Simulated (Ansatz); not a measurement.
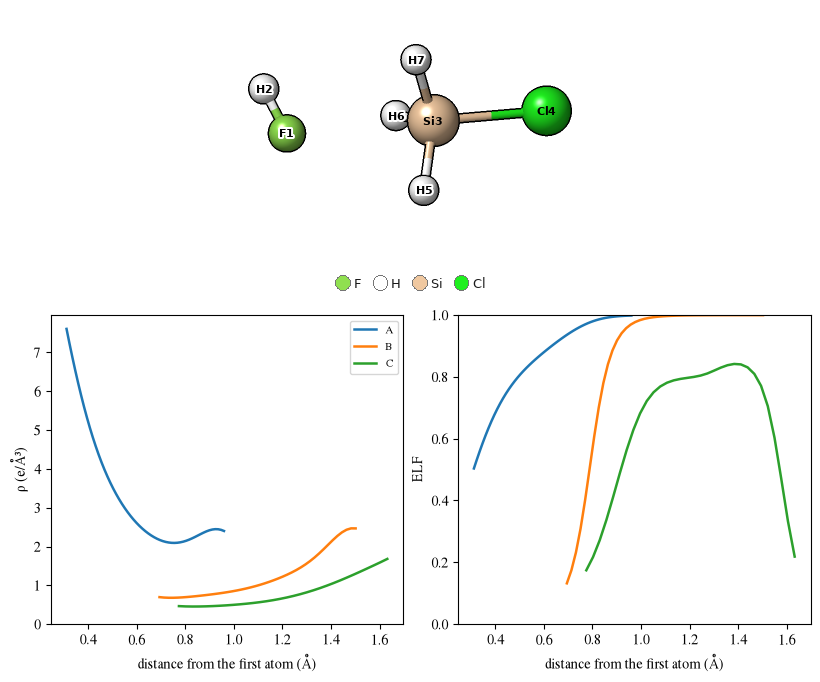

Figure 1: ClFH4Si. Electron density and ELF along straight lines between neighbouring atoms. The curves leave out the atomic cores. The structure is drawn too.

At this geometry the atoms fall into two loosely joined parts.

Method: RKS PBE/6-31G (Ansatz 0.2.0).

```xyz
7

F    -0.0920   -0.0226   -2.1401
H     0.0310   -0.9323   -2.4211
Si    0.0030    0.1827    0.7214
Cl    0.0976    0.3523    2.9259
H     0.1365    1.5761    0.1774
H    -1.3280   -0.4472    0.4095
H     1.1520   -0.7090    0.3269
```

> Which curve belongs to which contact (F–H, Si–Cl and Si–H)? The first atom named is at distance zero.

Curve A: F–H (0.96 Å): the density is about 3.8 e/Å³ at the midpoint; the ELF climbs to about 1 towards the hydrogen, as it does in any bond to H: a covalent bond by its length. Curve B: Si–H (1.50 Å): ρ at the midpoint is about 0.68 e/Å³; the ELF climbs to about 1 towards the hydrogen. Curve C: Si–Cl (2.21 Å): ρ is about 0.57 e/Å³ halfway, with its minimum of 0.45 e/Å³ about 0.8 Å from Si; the ELF peaks at about 0.85 between the atoms: a shared but strongly polarised pair.
